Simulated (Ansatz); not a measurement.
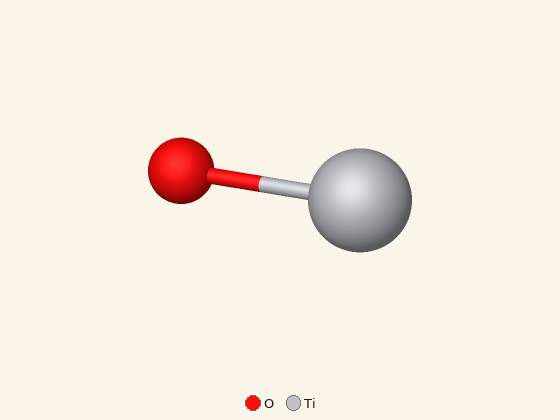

The species is neutral and a spin singlet. Sticks follow a distance rule. Harmonic vibrations computed with RKS PBE0-D4/def2-TZVP (Ansatz 0.2.0) at a stationary point of the same level. Other spin states may lie lower.

Is this a minimum or a saddle point?

A minimum: no imaginary frequency, and the lowest mode lies at 1096 cm⁻¹.

How many vibrational modes are there, and where do they lie?

1 modes: 1096 cm⁻¹.

The singlet of OTi was imposed, and no run here tests it against higher spins, which may well lie lower.
